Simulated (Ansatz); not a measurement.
```cif
data_structure
_symmetry_space_group_name_H-M 'P 1'
_symmetry_Int_Tables_number 1
_cell_length_a 4.7885
_cell_length_b 4.7885
_cell_length_c 17.2407
_cell_angle_alpha 90.000
_cell_angle_beta 90.000
_cell_angle_gamma 90.000
_cell_volume 395.33
loop_
_atom_site_label
_atom_site_type_symbol
_atom_site_fract_x
_atom_site_fract_y
_atom_site_fract_z
_atom_site_occupancy
Na1 Na 0.00000 0.50000 0.11480 1
Na2 Na 0.50000 0.00000 0.61480 1
Na3 Na 0.00000 0.00000 0.24495 1
Na4 Na 0.50000 0.50000 0.74495 1
Na5 Na 0.00000 0.50000 0.38520 1
Na6 Na 0.50000 0.00000 0.88520 1
Na7 Na 0.50000 0.50000 0.25505 1
Na8 Na 0.00000 0.00000 0.75505 1
I1 I 0.00000 0.00000 0.00000 1
I2 I 0.50000 0.50000 0.50000 1
N1 N 0.00000 0.50000 0.25000 1
N2 N 0.50000 0.00000 0.75000 1
```

Space group I-4m2; a structure from a database of computed crystals, not necessarily the ambient phase; a generated structure, not necessarily the stable one.

The calculation used DFT PBE, scalar-relativistic, plane waves, PAW (Ansatz 0.2.0).

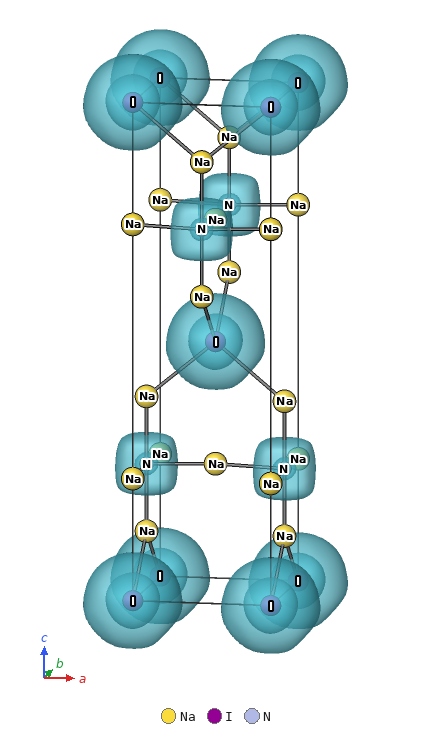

Na4IN. Isosurface of the electron localisation function at 0.65 (cyan), seen slightly off an axis. Only the valence region is drawn (cores and ρ < 0.01 e/Å³ removed). Sticks mark near contacts.

In a PAW calculation such maps are meaningful between the atoms, not at the nuclei.

Question: Describe the localisation domains.

Answer: At this value the surface marks out two regions wrapped around I (the valence shell of each) and two regions wrapped around N (the valence shell of each), counted in one cell of 12 atoms. Any copies at cell faces, edges or corners count once.

Values along the shortest contacts:
Na–N (2.33 Å): the ELF peaks at about 0.85 in the valence shell of N, 0.6 Å from its nucleus, and is about 0.25 at the midpoint; no localised pair shows between them. Na–I (3.11 Å): the ELF peaks at about 0.80 in the valence shell of I, 1.3 Å from its nucleus, and is about 0.70 at the midpoint.
